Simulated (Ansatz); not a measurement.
# Gate voltage at the highest density: graphene monolayer

A layer charged from two gates alike needs a voltage that grows with the carrier density; the slope is e over the total capacitance.

How it was computed: Ansatz 0.2.0, plane waves with PAW datasets (its set soft_2), LDA; isolated slab, charged sheets 5 Å from the outer atoms behind model barriers, atoms held, Fermi-Dirac smearing of 0.05 eV. The voltage is that of the gates (their mean) against the layer's Fermi level, from the uncharged case, which has no gap over 0.05 eV.

| run | added electrons (10¹³ per cm²) | gate voltage (V) |
| --- | --- | --- |
| run 1 | −1.00 | −0.65 |
| run 2 | −2.00 | −1.12 |
| run 3 | −4.00 | −2.01 |
| run 4 | −7.00 | −3.25 |
| run 5 | −11.00 | ? |

**Question.** What value belongs in the row marked “?”, and how far can the other rows tell?

A least-squares line through the 4 rows shown has slope 0.4321 and intercept −0.2452; no row lies more than 0.04 V off it. The capacitance is 1.602/0.4321 = 3.71 µF/cm², against 3.54 µF/cm² for plates 5 Å apart in vacuum on both sides; it is the larger, as where the added charge has its centre outside the outer atoms (not examined here). The line misses the origin, so the series is curved at low densities. At −11.00 it gives 0.4321 × (−11.00) + (−0.2452) = −5.00 V, beyond the rows fitted. Rounding and scatter of the rows alone allow about ±0.091 V there.

The run itself gives −4.86 V: a miss of +0.14 V, or 2.9 % of the value. The capacitance rises a little towards the highest density, as where a small density of states, a quantum capacitance in series, grows with doping.

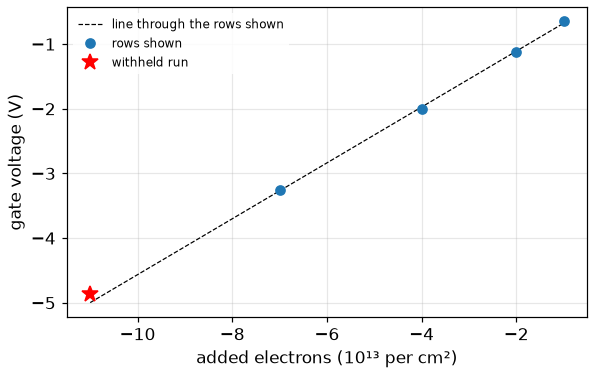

The fit and the withheld run.

**Limits.** The gates are model sheets, not atoms, and low densities sample few k-points.
